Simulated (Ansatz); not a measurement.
```
atom    x (Å)    y (Å)    z (Å)
  Ge   0.3956   0.0620  -0.1716
   F  -0.7743   0.6892   2.4864
   O   1.4642  -0.0388  -1.5814
   H   2.1571  -0.7015  -1.4888
   H  -0.7295   0.9918  -0.6171
   H   0.0268  -1.3150   0.3786
   O   1.3582   0.8147   1.1650
   H   1.7769   1.6430   0.9042
   H   0.1251   0.8548   2.2417
```

Method: Ansatz 0.2.0, RKS PBE0-D4/def2-SVP.

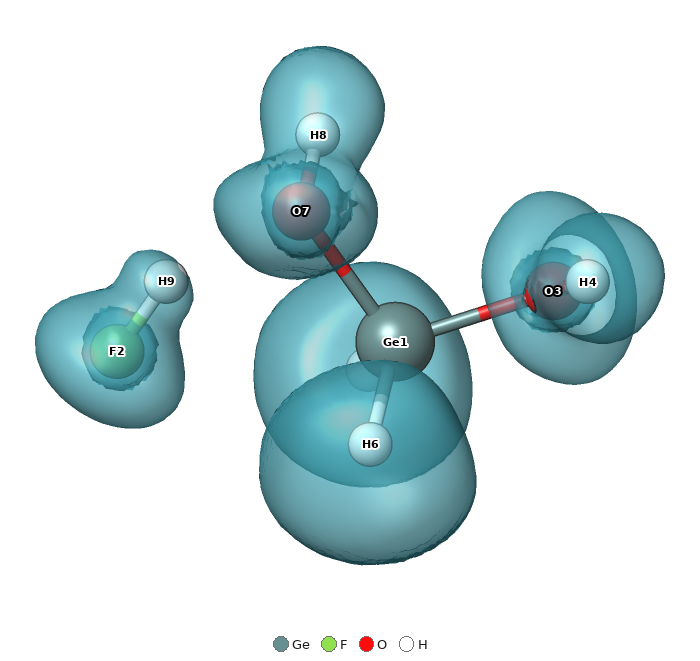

GeH$_{4}$O$_{2}$···HF. Isosurface of the ELF at 0.75 (cyan), seen across its widest extent. Only the valence region is drawn (cores and ρ < 0.01 e/Å³ removed).

### Describe the localisation domains.

The surface consists of two regions around hydrogen nuclei, one joined region spread over several atoms (F, H), in which their bonds and any lone pairs are merged and two joined regions spread over several atoms (H, O), in which their bonds and any lone pairs are merged.

Values along the shortest contacts:
O7···H9 (1.64 Å): the ELF dips to about 0.20 between them; a closed-shell contact with the geometry of a hydrogen bond. Ge–O (1.77 Å): the ELF peaks at about 0.85 in the valence shell of O, 0.6 Å from its nucleus, and is about 0.35 at the midpoint.
